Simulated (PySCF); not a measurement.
# tert-Butyl isocyanate (C5H9NO): NMR shifts in gas and solvents, part 2 of 2

PySCF 2.14.0. Atoms count from 0. Earlier steps stand in the parts before.

### 7 NMR shieldings: WP04/pcSseg-2 in chloroform

Job settings and geometry (Å):

```
{"job": {"kind": "nmr", "xc": "WP04", "basis": "pcSseg-2", "pop": false, "solvent": "chloroform"}, "charge": 0, "multiplicity": 1}
C     -0.039334    -0.889206     1.168061
C     -0.086748    -0.036461    -0.094594
C     -0.143804     1.445039     0.260302
C     -1.286282    -0.421970    -0.948942
N      1.107736    -0.288816    -0.885622
C      2.295070    -0.216601    -0.752518
O      3.463682    -0.186370    -0.737810
H      0.040426    -1.947425     0.913177
H     -0.948216    -0.742557     1.755735
H      0.817678    -0.616157     1.787860
H     -1.053621     1.661764     0.824462
H      0.715315     1.730060     0.871632
H     -0.143484     2.056103    -0.643911
H     -1.239632    -1.478025    -1.220130
H     -1.306660     0.167240    -1.867310
H     -2.212593    -0.243561    -0.399549
```

Level: GIAO WP04/pcSseg-2 NMR shielding, non-relativistic, IEF-PCM chloroform.

Standard output:

```text
coarse grid: 13160 points
cycle   1  E = -333.4808110543  dE =  8.400e-01  |g| = 1.148e+00  |ddm| = 2.572e+00
cycle   2  E = -332.8990753060  dE =  5.817e-01  |g| = 2.068e+00  |ddm| = 1.615e+00
cycle   3  E = -333.6718391739  dE = -7.728e-01  |g| = 5.294e-01  |ddm| = 1.209e+00
cycle   4  E = -333.7256137090  dE = -5.377e-02  |g| = 1.805e-01  |ddm| = 3.344e-01
cycle   5  E = -333.7312512983  dE = -5.638e-03  |g| = 7.164e-02  |ddm| = 1.420e-01
cycle   6  E = -333.7323370137  dE = -1.086e-03  |g| = 1.109e-02  |ddm| = 4.580e-02
cycle   7  E = -333.7323621161  dE = -2.510e-05  |g| = 3.022e-03  |ddm| = 9.207e-03
cycle   8  E = -333.7323640881  dE = -1.972e-06  |g| = 3.624e-04  |ddm| = 2.173e-03
final grid: 126592 points
cycle   9  E = -333.7472880729  dE = -2.121e-04  |g| = 1.090e-02  |ddm| = 1.120e-01
cycle  10  E = -333.7472360770  dE =  5.200e-05  |g| = 1.904e-02  |ddm| = 1.690e-02
cycle  11  E = -333.7473087584  dE = -7.268e-05  |g| = 5.766e-03  |ddm| = 1.137e-02
cycle  12  E = -333.7473152581  dE = -6.500e-06  |g| = 7.288e-04  |ddm| = 3.026e-03
cycle  13  E = -333.7473153301  dE = -7.200e-08  |g| = 4.501e-04  |ddm| = 6.370e-04
cycle  14  E = -333.7473153653  dE = -3.520e-08  |g| = 1.096e-04  |ddm| = 2.740e-04
cycle  15  E = -333.7473153679  dE = -2.520e-09  |g| = 2.637e-05  |ddm| = 9.135e-05
cycle  16  E = -333.7473153680  dE = -1.336e-10  |g| = 6.191e-06  |ddm| = 1.983e-05
converged SCF energy = -333.7473153680

GIAO shielding tensors (ppm)
atom      isotropic    diamagn.    paramagn.     s11        s22        s33       span
  0 C      139.717     244.015    -104.298    120.610    127.301    171.239     50.630
  1 C      108.549     241.107    -132.558     90.247     94.853    140.547     50.300
  2 C      139.791     243.929    -104.138    120.723    127.424    171.226     50.504
  3 C      142.811     242.314     -99.503    126.826    129.457    172.149     45.323
  4 N      180.875     324.116    -143.241     92.696    120.382    329.545    236.849
  5 C       46.544     268.080    -221.536    -70.590    -56.313    266.533    337.123
  6 O      188.909     393.995    -205.086     56.239    141.266    369.223    312.985
  7 H       30.308      31.050      -0.742     27.589     28.219     35.116      7.528
  8 H       30.573      31.359      -0.786     27.212     28.271     36.237      9.025
  9 H       30.446      32.178      -1.731     27.526     28.807     35.006      7.480
 10 H       30.579      31.346      -0.766     27.219     28.280     36.239      9.021
 11 H       30.455      32.101      -1.646     27.504     28.827     35.035      7.531
 12 H       30.318      30.957      -0.639     27.563     28.233     35.156      7.593
 13 H       30.641      30.142       0.499     27.331     28.742     35.850      8.519
 14 H       30.649      30.118       0.531     27.346     28.730     35.871      8.525
 15 H       30.916      30.932      -0.016     27.592     28.633     36.522      8.930
```

It took 81 s on 1 thread of AMD EPYC 7R43, shared host; peak memory 1.6 GiB.

This run: δ C5 128.6, C1 66.6, C0 34.3, N4 69.2, H7 1.33 ppm (means over like atoms).

### 8 NMR shieldings: wB97X-D/pcSseg-2 in chloroform

Settings changed since step 7:

```diff
@@ -1,2 +1,2 @@
-{"job": {"kind": "nmr", "xc": "WP04", "basis": "pcSseg-2", "pop": false, "solvent": "chloroform"}, "charge": 0, "multiplicity": 1}
+{"job": {"kind": "nmr", "xc": "wB97X-D", "basis": "pcSseg-2", "pop": false, "solvent": "chloroform"}, "charge": 0, "multiplicity": 1}
 C     -0.039334    -0.889206     1.168061
```

With the program's defaults for keys left out, this is: GIAO wB97X-D/pcSseg-2 NMR shielding, non-relativistic, IEF-PCM chloroform.

Standard output:

```text
coarse grid: 13160 points
cycle   1  E = -325.8397614499  dE =  1.138e+00  |g| = 7.619e-01  |ddm| = 2.647e+00
cycle   2  E = -325.7759996887  dE =  6.376e-02  |g| = 1.026e+00  |ddm| = 8.739e-01
cycle   3  E = -325.9495633862  dE = -1.736e-01  |g| = 1.339e-01  |ddm| = 4.944e-01
cycle   4  E = -325.9525279629  dE = -2.965e-03  |g| = 5.489e-02  |ddm| = 8.690e-02
cycle   5  E = -325.9531001264  dE = -5.722e-04  |g| = 1.482e-02  |ddm| = 3.943e-02
cycle   6  E = -325.9531456182  dE = -4.549e-05  |g| = 2.950e-03  |ddm| = 1.178e-02
cycle   7  E = -325.9531482064  dE = -2.588e-06  |g| = 5.739e-04  |ddm| = 4.184e-03
final grid: 126592 points
cycle   8  E = -325.9594970475  dE = -2.721e-04  |g| = 7.929e-03  |ddm| = 7.525e-02
cycle   9  E = -325.9594967650  dE =  2.825e-07  |g| = 8.505e-03  |ddm| = 1.427e-02
cycle  10  E = -325.9595112758  dE = -1.451e-05  |g| = 1.763e-03  |ddm| = 5.103e-03
cycle  11  E = -325.9595117797  dE = -5.039e-07  |g| = 7.687e-04  |ddm| = 1.356e-03
cycle  12  E = -325.9595118837  dE = -1.040e-07  |g| = 2.335e-04  |ddm| = 7.103e-04
cycle  13  E = -325.9595118939  dE = -1.023e-08  |g| = 3.707e-05  |ddm| = 1.671e-04
cycle  14  E = -325.9595118944  dE = -5.382e-10  |g| = 1.233e-05  |ddm| = 8.834e-05
converged SCF energy = -325.9595118944

GIAO shielding tensors (ppm)
atom      isotropic    diamagn.    paramagn.     s11        s22        s33       span
  0 C      151.028     244.337     -93.310    131.245    137.761    184.076     52.831
  1 C      127.275     240.641    -113.366    110.163    114.079    157.583     47.420
  2 C      151.062     244.225     -93.163    131.239    137.893    184.055     52.816
  3 C      153.536     242.434     -88.898    136.252    139.429    184.925     48.673
  4 N      190.530     328.836    -138.306    106.975    135.258    329.358    222.382
  5 C       52.907     267.127    -214.220    -61.280    -46.885    266.887    328.168
  6 O      197.371     394.863    -197.492     68.924    157.296    365.893    296.970
  7 H       30.046      30.718      -0.672     27.101     27.817     35.220      8.119
  8 H       30.305      30.955      -0.650     26.717     27.858     36.338      9.621
  9 H       30.188      31.861      -1.673     27.050     28.405     35.109      8.059
 10 H       30.312      30.958      -0.646     26.727     27.868     36.341      9.614
 11 H       30.198      31.778      -1.579     27.029     28.427     35.139      8.110
 12 H       30.053      30.618      -0.565     27.072     27.830     35.255      8.183
 13 H       30.367      29.785       0.582     26.836     28.332     35.932      9.095
 14 H       30.374      29.759       0.615     26.851     28.317     35.952      9.100
 15 H       30.659      30.590       0.069     27.118     28.223     36.635      9.517
```

Wall time 1.9 min (1 thread of AMD EPYC 7R43, shared host); peak memory 2 GiB.

In short: δ C5 134.2, C1 59.8, C0 35.2, N4 74.0, H7 1.34 ppm (means over like atoms).

### 9 Side by side: NMR shifts

Shifts (ppm), means over like atoms, with basis size and wall time:

```csv
run,C5,C1,C0,H7,N4,O6,functions,time
PBE0/pcSseg-2,131.2,58.3,34.6,1.28,71.8,143.1,378,94 s
KT3/pcSseg-2,119.9,60.2,33.5,1.29,67.8,135.9,378,2.1 min
wB97X-D/pcSseg-2,133.3,58.1,35.0,1.29,69.4,139.7,378,1.9 min
B97-2/pcSseg-2,128.7,58.5,34.2,1.29,68.6,138.8,378,75 s
WP04/pcSseg-2 in chloroform,128.6,66.6,34.3,1.33,69.2,134.5,378,81 s
wB97X-D/pcSseg-2 in chloroform,134.2,59.8,35.2,1.34,74.0,137.8,378,1.9 min
```

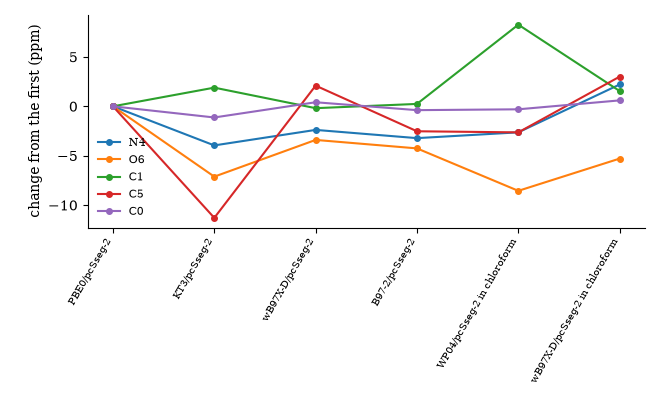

How five of the tabulated atoms move from run to run.

### 10 What came out

What follows sums up all 2 parts.

| quantity | value |
| --- | --- |
| rotational constants (main isotopes) | 4.61, 1.63, 1.63 GHz |
| 13C shifts against TMS (PBE0/pcSseg-2, means over atoms taken as alike) | 131.2, 58.3, 34.6 ppm |
| 1H shifts against TMS (PBE0/pcSseg-2, means over atoms taken as alike) | 1.28 ppm |
| 15N shifts against NH3 (PBE0/pcSseg-2) | 71.8 ppm |
| 17O shifts against H2O (PBE0/pcSseg-2) | 143.1 ppm |
| surface potential, 1st and 99th percentile | -1.25 V and 1.00 V |
| range of the shift of N4 (wB97X-D/pcSseg-2 runs) | 69.4 to 74.0 ppm |

Relaxing lowered the energy by 0.135 eV in 7 steps; the close pair that moved most is C0–H7, from 1.058 to 1.091 Å. At PBE0/pcSseg-2: Shielding is most anisotropic at C5 (span 326 ppm, paramagnetic term -212 ppm). At one level, wB97X-D/pcSseg-2: Across the 2 runs the shift of N4 moves most, between 69.4 (wB97X-D/pcSseg-2) and 74.0 ppm (wB97X-D/pcSseg-2 in chloroform). Part of that comes from the computed reference.
